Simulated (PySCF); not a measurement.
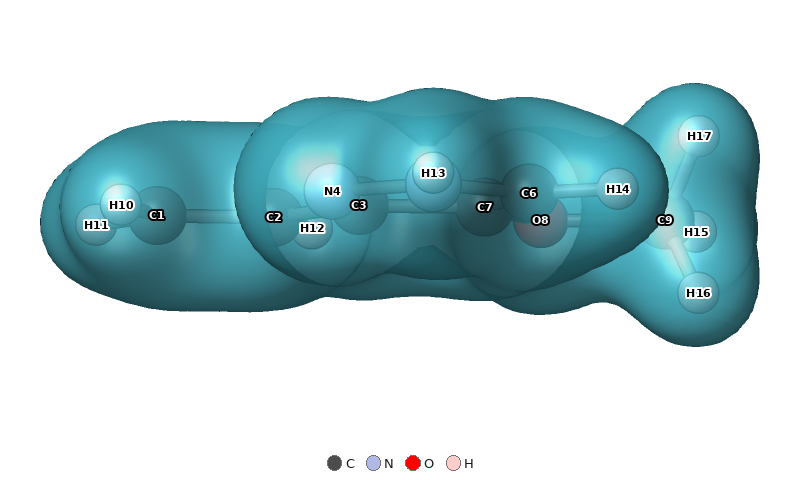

The picture shows: C$_{6}$H$_{8}$N$_{2}$O (SMILES C=Cc1n[nH]cc1OC). Isosurface of the electron density at 0.2 e/Å³ (cyan), seen from one side.

Geometry: GFN2-xTB.

Theory: PySCF 2.14.0, PBE0/pcSseg-1, SCF density, gas phase, non-relativistic.

```yaml
atoms:
  - { symbol: C, position_ang: [-1.9229, -2.6136, 0.1536] }
  - { symbol: C, position_ang: [-0.8199, -1.8781, 0.0913] }
  - { symbol: C, position_ang: [-0.7965, -0.4417, 0.2391] }
  - { symbol: N, position_ang: [-1.8724, 0.3072, 0.4525] }
  - { symbol: N, position_ang: [-1.4506, 1.5583, 0.5313] }
  - { symbol: C, position_ang: [-0.1054, 1.6709, 0.3749] }
  - { symbol: C, position_ang: [0.3588, 0.3889, 0.1816] }
  - { symbol: O, position_ang: [1.6176, -0.0753, -0.0243] }
  - { symbol: C, position_ang: [2.6278, 0.9019, -0.0452] }
  - { symbol: H, position_ang: [-2.8802, -2.1527, 0.3235] }
  - { symbol: H, position_ang: [-1.8990, -3.6833, 0.0378] }
  - { symbol: H, position_ang: [0.1511, -2.3231, -0.0779] }
  - { symbol: H, position_ang: [-2.1118, 2.3003, 0.6921] }
  - { symbol: H, position_ang: [0.3878, 2.6204, 0.4131] }
  - { symbol: H, position_ang: [3.5620, 0.3705, -0.2175] }
  - { symbol: H, position_ang: [2.6819, 1.4366, 0.9095] }
  - { symbol: H, position_ang: [2.4645, 1.6248, -0.8521] }
```

Question: Which contacts does the surface bridge?

Answer: At this value the surface is in one piece. It bridges the sampled N–N (1.32 Å), C–C (1.33 Å), C–N (1.33 Å) and C–O (1.36 Å) contacts, where the density stays above the isovalue. On the grid the lowest density along these lines, outside the cores, is 2.6 e/Å³ (N–N, 1.32 Å), 2.3 e/Å³ (C–C, 1.33 Å), 2.4 e/Å³ (C–N, 1.33 Å) and 2 e/Å³ (C–O, 1.36 Å).
